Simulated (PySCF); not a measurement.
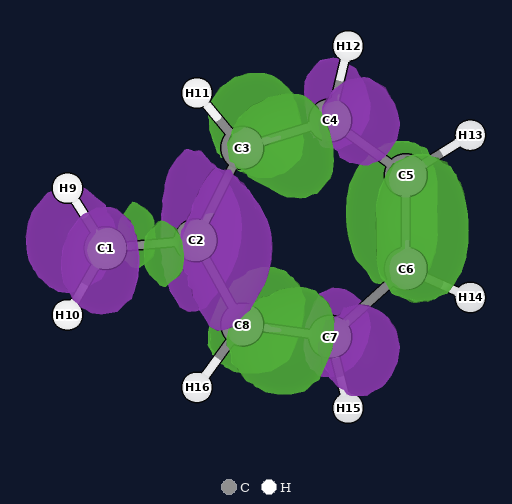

Figure. C8H8, SMILES `C=C1C=CC=CC=C1`. Unrelaxed difference density of S₂ less the ground state (TDA singlet states), ±0.01 e/Å³; purple: gain, green: loss.

Level of theory: PBE0/def2-SVP (PySCF), at a geometry from GFN2-xTB. No frequency check shows the geometry to be a minimum. Without diffuse functions Rydberg states are missing, so the states' numbers hold for this basis only.

Cartesian coordinates (Å):

```
C1       2.6146   -0.0002    0.0000
C2       1.2689    0.0003    0.0000
C3       0.5717   -1.2752    0.0000
C4      -0.7414   -1.5607    0.0000
C5      -1.8704   -0.6734    0.0000
C6      -1.8704    0.6734    0.0000
C7      -0.7414    1.5606    0.0000
C8       0.5717    1.2752    0.0000
H9       3.1823   -0.9141    0.0000
H10      3.1822    0.9141    0.0000
H11      1.2482   -2.1228    0.0000
H12     -1.0076   -2.6114    0.0000
H13     -2.8330   -1.1703    0.0000
H14     -2.8330    1.1702    0.0000
H15     -1.0076    2.6113    0.0000
H16      1.2482    2.1228    0.0000
```

Question: How does the charge move on excitation?

Answer: 0.32 e is displaced in all, of which about 0.2 e passes between atoms: C5 and C6 (0.05 e each) and C3 and C8 (0.04 e each) lose electrons and C2 (0.07 e) and C1 (0.06 e) gain them. The state: 4.88 eV (254 nm), f = 0.259 (bright), π → π*; the leading pair carries 71 %; hole on C3, C5, C6 and C8 (13 % each) and C1, C4 and C7 (12 % each), electron on C1 (18 %), C4 and C7 (12 % each) and C2 (11 %) (shares are of the whole state, not of the leading pair alone); their centroids lie 0.5 Å apart.
